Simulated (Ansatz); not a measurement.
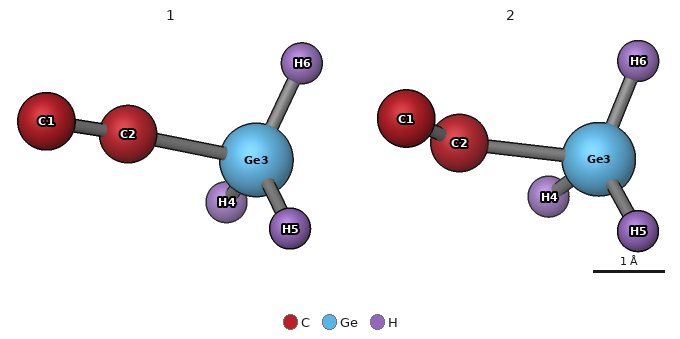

Two geometries of C2H3Ge (charge +1), drawn at one scale. One is the start of a relaxation, the other its converged end. Style: ball-and-stick. Shown at a tilt.

The calculation used RHF/def2-TZVP (Ansatz 0.2.0). Settings: no spin polarisation; force threshold 0.015 eV/Å; at most 40 steps.

### Which geometry has the lower energy?

Structure 1 is the relaxed one. The run prepares an end point of a later path (torsion) calculation, from a guessed geometry. H4 moves most after the best rigid fit: 0.33 Å. Largest moves by element: H 0.33 Å, C 0.33 Å, Ge 0.13 Å. Near-neighbour distances that change, for instance: C1–C2 1.178 → 1.352 Å, Ge3–H5 1.504 → 1.525 Å, Ge3–H4 1.533 → 1.515 Å, C2–Ge3 2.061 → 2.077 Å. Bond angles that change, for instance: C1–C2–Ge3 146.3° → 176.1°, C2–Ge3–H4 78.8° → 102.5°, C2–Ge3–H5 105.4° → 94.2°. After 14 accepted moves (16 points after the start) the energy has fallen by 1.416 eV. The largest force component goes from 8.1 to 0.014 eV/Å. The line search rejected the trial steps at points 6, 12 of the run. The forces were under the threshold at step 8, but the run went on from there.
